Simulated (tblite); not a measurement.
## Run report: C₂H₁₀OPSi₃, geometry relaxation (part 3 of 3)

The same run, continued: C₂H₁₀OPSi₃, multiplicity 2; GFN2-xTB geometry optimisation, gas phase (tblite 0.8.0). It belongs to a series of runs on one base structure; here: H removed from sp2 C.

Geometry of the input (Å):
```
C  0.9615  -1.6407  1.9088
C  0.4446  -1.7379  0.6945
Si -0.2212  -0.2097  -0.0949
Si -1.8574  0.6232  1.1811
P  -0.9563  -0.7753  -2.1084
Si 1.5122  1.1853  -0.2606
O  2.2337  0.8218  -1.7928
H  0.9899  -0.6920  2.4477
H  0.4171  -2.6821  0.1589
H  -1.4158  1.7572  1.9777
H  -2.2214  -0.4555  2.1481
H  -2.9604  0.9879  0.3072
H  -0.2480  0.0274  -3.0709
H  -2.3916  -0.5004  -2.1545
H  2.5005  0.8659  0.7836
H  1.1284  2.5853  -0.2282
H  2.0771  -0.1482  -1.9071
```

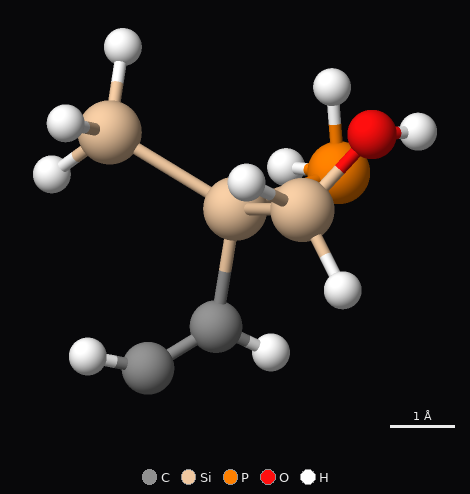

*The geometry at step 239 of the log (ball-and-stick view, seen at a tilt).*

## Trajectory as extended XYZ, continued
```
17
Properties=species:S:1:pos:R:3:forces:R:3 step=187 energy=-572.71169
C     0.6112   -1.8801    2.2110   -0.0040  -0.0160   0.0250
C     0.4455   -1.7899    0.9481   -0.0040  -0.0190  -0.0120
Si   -0.0819   -0.1620   -0.0352    0.0120  -0.0060   0.0030
Si   -1.9746    0.7722    0.9974    0.0260  -0.0040  -0.0170
P    -0.5684   -1.0431   -2.0911   -0.0020  -0.0030   0.0260
Si    1.8763    1.0868   -0.3879   -0.0120  -0.0120   0.0130
O     1.9039    1.5921   -1.9333   -0.0020   0.0430   0.0250
H     0.5348   -1.2379    3.0591   -0.0110   0.0210  -0.0170
H     0.5871   -2.6283    0.2779   -0.0030   0.0140  -0.0220
H    -1.6098    1.9406    1.8026   -0.0040   0.0030   0.0050
H    -2.6507   -0.1817    1.8805    0.0060  -0.0050   0.0090
H    -2.9751    1.2141    0.0194   -0.0110   0.0170   0.0010
H    -1.1003    0.1429   -2.5657    0.0010  -0.0080   0.0070
H    -1.8168   -1.5227   -1.7404    0.0100   0.0010  -0.0080
H     3.1023    0.3390   -0.0821   -0.0090   0.0130  -0.0170
H     1.8867    2.3703    0.3045    0.0000   0.0020  -0.0010
H     1.8229    0.9996   -2.6748    0.0060  -0.0400  -0.0220
17
Properties=species:S:1:pos:R:3:forces:R:3 step=197 energy=-572.71385
C     0.5563   -1.8792    2.2297   -0.0030  -0.0050   0.0020
C     0.4313   -1.8000    0.9608    0.0010   0.0060   0.0010
Si   -0.0672   -0.1708   -0.0306    0.0010   0.0030  -0.0100
Si   -1.9560    0.7731    0.9998   -0.0040   0.0000   0.0010
P    -0.5342   -1.0622   -2.0841   -0.0050  -0.0040  -0.0020
Si    1.8828    1.0836   -0.4006    0.0030  -0.0110   0.0010
O     1.8512    1.6378   -1.9303   -0.0030   0.0040   0.0080
H     0.4520   -1.2123    3.0564   -0.0050  -0.0040   0.0020
H     0.5866   -2.6391    0.2954    0.0070  -0.0010  -0.0030
H    -1.5951    1.9332    1.8191    0.0110   0.0010  -0.0010
H    -2.6248   -0.1913    1.8781   -0.0020   0.0010   0.0010
H    -2.9634    1.2309    0.0350    0.0030   0.0010   0.0010
H    -1.0643    0.1209   -2.5671   -0.0030  -0.0040  -0.0010
H    -1.7847   -1.5458   -1.7494    0.0000  -0.0020   0.0020
H     3.1241    0.3343   -0.1736   -0.0030   0.0010  -0.0020
H     1.9163    2.3416    0.3352   -0.0030   0.0140  -0.0020
H     1.7821    1.0573   -2.6836    0.0040  -0.0020   0.0020
17
Properties=species:S:1:pos:R:3:forces:R:3 step=207 energy=-572.71446
C     0.5334   -1.8948    2.2354    0.0140  -0.0030   0.0210
C     0.4360   -1.8059    0.9652   -0.0220   0.0040  -0.0310
Si   -0.0618   -0.1779   -0.0305    0.0180   0.0030   0.0040
Si   -1.9456    0.7750    0.9980   -0.0100   0.0090  -0.0030
P    -0.5329   -1.0775   -2.0787    0.0030  -0.0050  -0.0060
Si    1.8805    1.0902   -0.4030    0.0020  -0.0080   0.0030
O     1.8260    1.6581   -1.9273    0.0060  -0.0230  -0.0190
H     0.4141   -1.2364    3.0666   -0.0100  -0.0020  -0.0010
H     0.6040   -2.6401    0.2966    0.0150  -0.0010   0.0020
H    -1.5639    1.9329    1.8111   -0.0020  -0.0020   0.0070
H    -2.6299   -0.1788    1.8761    0.0080   0.0050   0.0040
H    -2.9481    1.2428    0.0330    0.0040   0.0040   0.0010
H    -1.0592    0.1041   -2.5694   -0.0030  -0.0030   0.0020
H    -1.7846   -1.5544   -1.7388   -0.0030  -0.0020   0.0010
H     3.1315    0.3500   -0.1969   -0.0110   0.0020   0.0000
H     1.9149    2.3462    0.3361   -0.0080   0.0060   0.0110
H     1.7784    1.0784   -2.6833   -0.0010   0.0170   0.0060
17
Properties=species:S:1:pos:R:3:forces:R:3 step=218 energy=-572.71560
C     0.4965   -1.9033    2.2288   -0.0040  -0.0070   0.0080
C     0.4455   -1.8085    0.9559   -0.0090  -0.0140  -0.0270
Si   -0.0565   -0.1843   -0.0440   -0.0080  -0.0110   0.0260
Si   -1.9264    0.7886    0.9926    0.0030   0.0110   0.0130
P    -0.5291   -1.0994   -2.0837   -0.0080  -0.0090  -0.0090
Si    1.8769    1.0975   -0.4014    0.0080  -0.0020  -0.0220
O     1.8173    1.6815   -1.9202    0.0090  -0.0150   0.0060
H     0.3190   -1.2545    3.0570    0.0000   0.0040   0.0070
H     0.6643   -2.6354    0.2914    0.0090   0.0340   0.0070
H    -1.5077    1.9296    1.8117   -0.0080   0.0130  -0.0020
H    -2.6165   -0.1494    1.8834   -0.0040  -0.0050  -0.0170
H    -2.9286    1.2847    0.0404    0.0150  -0.0110   0.0170
H    -1.0989    0.0625   -2.5727    0.0000   0.0020   0.0030
H    -1.7607   -1.6102   -1.7187    0.0040  -0.0030  -0.0070
H     3.1303    0.3590   -0.2053   -0.0040   0.0080   0.0000
H     1.9049    2.3434    0.3565   -0.0060  -0.0100  -0.0060
H     1.7626    1.1100   -2.6818    0.0030   0.0130   0.0030
17
Properties=species:S:1:pos:R:3:forces:R:3 step=228 energy=-572.71701
C     0.4439   -1.9252    2.2262   -0.0050   0.0050  -0.0070
C     0.4552   -1.8039    0.9545    0.0070  -0.0070  -0.0060
Si   -0.0534   -0.1874   -0.0517   -0.0030   0.0000   0.0100
Si   -1.9003    0.8123    1.0000   -0.0040  -0.0010  -0.0010
P    -0.5251   -1.1297   -2.0803    0.0040   0.0020   0.0070
Si    1.8761    1.0985   -0.4150   -0.0030   0.0060  -0.0030
O     1.8113    1.7188   -1.9187    0.0000  -0.0230  -0.0030
H     0.1981   -1.3031    3.0575   -0.0050   0.0040   0.0070
H     0.7446   -2.6052    0.2868    0.0080   0.0030  -0.0010
H    -1.4648    1.9438    1.8236    0.0000   0.0010  -0.0010
H    -2.6106   -0.1187    1.8816   -0.0010  -0.0070  -0.0030
H    -2.8952    1.3301    0.0535   -0.0010   0.0010  -0.0010
H    -1.1435    0.0064   -2.5704   -0.0050   0.0050   0.0030
H    -1.7310   -1.6864   -1.6975   -0.0010   0.0050   0.0000
H     3.1353    0.3669   -0.2359    0.0020   0.0020  -0.0040
H     1.8922    2.3264    0.3720    0.0060  -0.0040  -0.0060
H     1.7602    1.1684   -2.6959    0.0020   0.0100   0.0090
17
Properties=species:S:1:pos:R:3:forces:R:3 step=239 energy=-572.71779
C     0.4144   -1.9196    2.2330    0.0050   0.0050   0.0220
C     0.4688   -1.7900    0.9633    0.0070  -0.0070  -0.0130
Si   -0.0444   -0.1783   -0.0467    0.0050  -0.0080  -0.0130
Si   -1.9009    0.8098    0.9952    0.0010  -0.0100  -0.0110
P    -0.5307   -1.1305   -2.0661    0.0020  -0.0220  -0.0050
Si    1.8946    1.0872   -0.4288   -0.0230   0.0260   0.0220
O     1.8115    1.7339   -1.9196    0.0000   0.0000  -0.0040
H     0.1291   -1.3070    3.0599   -0.0040  -0.0140  -0.0210
H     0.7992   -2.5790    0.2992   -0.0010   0.0100   0.0190
H    -1.4762    1.9355    1.8289    0.0060   0.0250   0.0240
H    -2.6126   -0.1350    1.8592   -0.0100  -0.0160   0.0180
H    -2.8938    1.3296    0.0490   -0.0060   0.0080  -0.0180
H    -1.1597   -0.0006   -2.5559   -0.0100   0.0130   0.0010
H    -1.7302   -1.6921   -1.6689    0.0090   0.0110  -0.0040
H     3.1501    0.3432   -0.2810    0.0040  -0.0030  -0.0050
H     1.9287    2.3030    0.3768    0.0160  -0.0070  -0.0050
H     1.7450    1.2018   -2.7076    0.0010  -0.0110  -0.0070
17
Properties=species:S:1:pos:R:3:forces:R:3 step=249 energy=-572.71951
C     0.3516   -1.9190    2.2498    0.0090   0.0110  -0.0200
C     0.5134   -1.7657    0.9910   -0.0070   0.0120   0.0330
Si   -0.0300   -0.1793   -0.0427   -0.0030  -0.0060   0.0020
Si   -1.8902    0.8047    0.9975   -0.0140   0.0070  -0.0100
P    -0.5451   -1.1493   -2.0480    0.0120  -0.0100   0.0050
Si    1.9087    1.0774   -0.4569   -0.0030  -0.0140  -0.0170
O     1.7857    1.7667   -1.9266   -0.0050   0.0050   0.0170
H    -0.0574   -1.3403    3.0488   -0.0020  -0.0150  -0.0160
H     0.9670   -2.5155    0.3566   -0.0010  -0.0070  -0.0020
H    -1.4820    1.9188    1.8570    0.0050  -0.0020   0.0070
H    -2.6238   -0.1507    1.8333    0.0000   0.0010   0.0020
H    -2.8610    1.3424    0.0362    0.0020   0.0010   0.0040
H    -1.1615   -0.0119   -2.5380   -0.0060   0.0110  -0.0060
H    -1.7506   -1.6876   -1.6371    0.0070   0.0040   0.0030
H     3.1531    0.3026   -0.3878    0.0070  -0.0010   0.0070
H     2.0065    2.2634    0.3841    0.0030   0.0130   0.0020
H     1.7084    1.2553   -2.7270   -0.0040  -0.0100  -0.0120
17
Properties=species:S:1:pos:R:3:forces:R:3 step=259 energy=-572.71997
C     0.3239   -1.9322    2.2454   -0.0040  -0.0060  -0.0200
C     0.5309   -1.7536    0.9970    0.0020   0.0000   0.0120
Si   -0.0289   -0.1783   -0.0435   -0.0020  -0.0020   0.0020
Si   -1.8832    0.8137    0.9995   -0.0050   0.0060   0.0040
P    -0.5433   -1.1653   -2.0403   -0.0070   0.0000   0.0070
Si    1.9078    1.0768   -0.4671    0.0070  -0.0020  -0.0040
O     1.7722    1.7755   -1.9311    0.0030  -0.0020   0.0000
H    -0.1481   -1.3865    3.0316   -0.0030   0.0060   0.0130
H     1.0426   -2.4756    0.3747    0.0040  -0.0060  -0.0080
H    -1.4606    1.9139    1.8703    0.0030  -0.0020   0.0040
H    -2.6270   -0.1399    1.8288   -0.0020   0.0000  -0.0030
H    -2.8491    1.3721    0.0458    0.0000  -0.0010  -0.0020
H    -1.1695   -0.0356   -2.5380    0.0050   0.0060  -0.0020
H    -1.7447   -1.7044   -1.6183    0.0090  -0.0040  -0.0020
H     3.1544    0.3035   -0.4085   -0.0030   0.0020  -0.0010
H     2.0132    2.2584    0.3797    0.0010   0.0080   0.0000
H     1.7023    1.2697   -2.7360   -0.0060  -0.0050  -0.0010
17
Properties=species:S:1:pos:R:3:forces:R:3 step=270 energy=-572.72045
C     0.2720   -1.9711    2.2360    0.0010   0.0230  -0.0150
C     0.5545   -1.7409    1.0109    0.0000  -0.0180   0.0070
Si   -0.0167   -0.1674   -0.0276   -0.0060  -0.0200  -0.0090
Si   -1.8750    0.8272    1.0049    0.0050  -0.0120   0.0130
P    -0.5303   -1.1678   -2.0192    0.0110   0.0040   0.0040
Si    1.9124    1.0881   -0.4835    0.0000   0.0030   0.0000
O     1.7517    1.7746   -1.9505    0.0040   0.0060  -0.0040
H    -0.2719   -1.4694    3.0059    0.0020  -0.0080  -0.0010
H     1.1385   -2.4209    0.4037   -0.0090   0.0100   0.0020
H    -1.4448    1.9026    1.9018   -0.0030   0.0110   0.0030
H    -2.6465   -0.1256    1.8099   -0.0020  -0.0030  -0.0090
H    -2.8181    1.4116    0.0445   -0.0030   0.0070   0.0000
H    -1.1799   -0.0508   -2.5163    0.0000   0.0000   0.0040
H    -1.7173   -1.7316   -1.5900    0.0000   0.0030   0.0030
H     3.1590    0.3145   -0.4431    0.0080   0.0000   0.0040
H     2.0309    2.2756    0.3541    0.0010  -0.0010  -0.0080
H     1.6745    1.2634   -2.7515   -0.0070  -0.0050   0.0070
17
Properties=species:S:1:pos:R:3:forces:R:3 step=280 energy=-572.72111
C     0.2580   -1.9883    2.2244    0.0000   0.0000   0.0060
C     0.5577   -1.7412    1.0073    0.0020   0.0070  -0.0010
Si   -0.0082   -0.1576   -0.0184   -0.0030  -0.0050  -0.0020
Si   -1.8713    0.8335    1.0096   -0.0010  -0.0030  -0.0030
P    -0.5165   -1.1488   -2.0156    0.0050   0.0020  -0.0030
Si    1.9186    1.1000   -0.4828    0.0010  -0.0030   0.0020
O     1.7573    1.7482   -1.9669   -0.0010  -0.0030  -0.0040
H    -0.3015   -1.5032    2.9932   -0.0020   0.0010   0.0040
H     1.1559   -2.4081    0.4001   -0.0020  -0.0010  -0.0040
H    -1.4510    1.8986    1.9238    0.0000  -0.0050   0.0050
H    -2.6573   -0.1299    1.7873   -0.0010   0.0020   0.0000
H    -2.8007    1.4366    0.0466    0.0030   0.0000   0.0020
H    -1.1956   -0.0421   -2.4953   -0.0010   0.0030  -0.0020
H    -1.6867   -1.7436   -1.5828    0.0000   0.0020   0.0030
H     3.1695    0.3341   -0.4152   -0.0020   0.0020  -0.0020
H     2.0311    2.3106    0.3212   -0.0030   0.0020   0.0020
H     1.6337    1.2130   -2.7462    0.0040  -0.0010  -0.0050
```

## Summary

| quantity | value |
| --- | --- |
| outcome | converged |
| total energy | −572.7211 eV |
| hardware | 1 CPU thread, shared host |
| wall time | 2.4 s |
| peak memory | 0.18 GiB |
